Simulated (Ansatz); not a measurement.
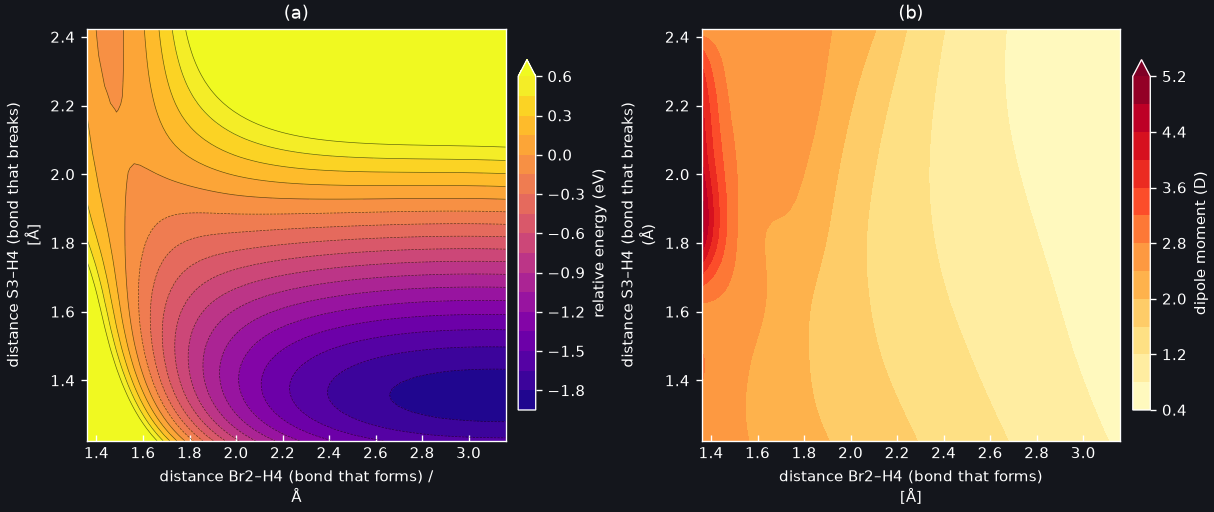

The reacting system BrGeH3S (fragments BrGeH₃S where the first distance is long, GeH₂S + BrH where the second is long). 
- Coordinates scanned: (1) distance Br2–H4 (bond that forms); (2) distance S3–H4 (bond that breaks).
- Relaxed at each point: all other coordinates.
- The scan uses an 8 × 8 grid.
- Points are written as (first, second).
- Energies are in eV, from a guessed transition structure relaxed with its forming and breaking bonds held.
- The reference is spin-restricted, so regions where a bond is pulled apart into radicals lie too high.
- The calculation used RKS PBE0-D4/def2-SVP in Ansatz 0.2.0.

Panel (a) is the energy; panel (b) is the computed dipole moment, in D.

In the figure: filled contours, one colour for all values above the top of the scale. Between grid points the surface is interpolated.

> How does the dipole moment vary over the map, and what is it at the lowest grid point?

Leaving out the highest fifth of the energies, it runs from 0.56 D at (3.159 Å, 2.012 Å) to 4.86 D at (1.359 Å, 1.820 Å). At the lowest grid point, (3.159 Å, 1.329 Å), it is 0.70 D. That point lies on the edge of the scan.
